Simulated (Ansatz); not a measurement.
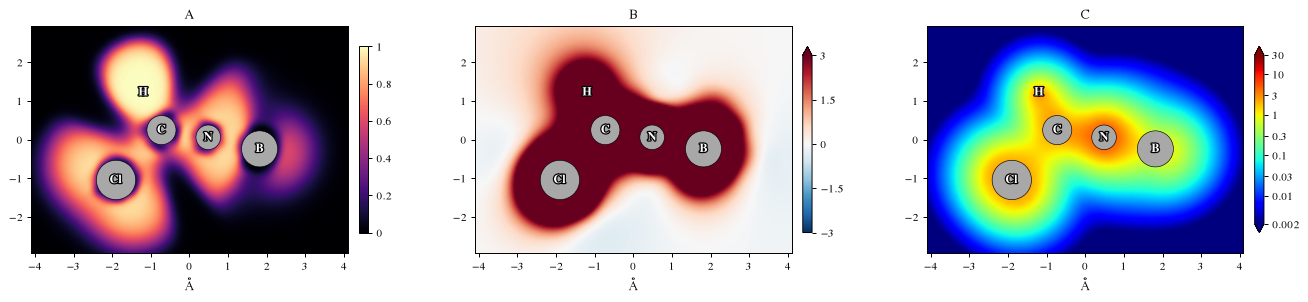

CH$_{3}$BClN (SMILES BN=CCl): 3 fields on the plane of atoms N2, C3 and H7, with unlabelled colour scales. Grey discs cover the atomic cores.

Geometry: PBE0-D4/def2-TZVP.

All numbers below come from RKS PBE0-D4/def2-TZVPP in Ansatz.

**Match the panels to the quantities (electron density, electron localisation function and electrostatic potential).**

Panel A: electron localisation function. Panel B: electrostatic potential (strongly positive close to the atoms and fading to about zero outside). Panel C: electron density. From the grid: C–N (1.23 Å): the density is about 3.1 e/Å³ at the midpoint; the ELF peaks at about 0.90 between the atoms (a multiple bond). B–N (1.36 Å): the density is about 2 e/Å³ at the midpoint; the ELF peaks at about 0.90 between the atoms: a short, strongly polar bond.
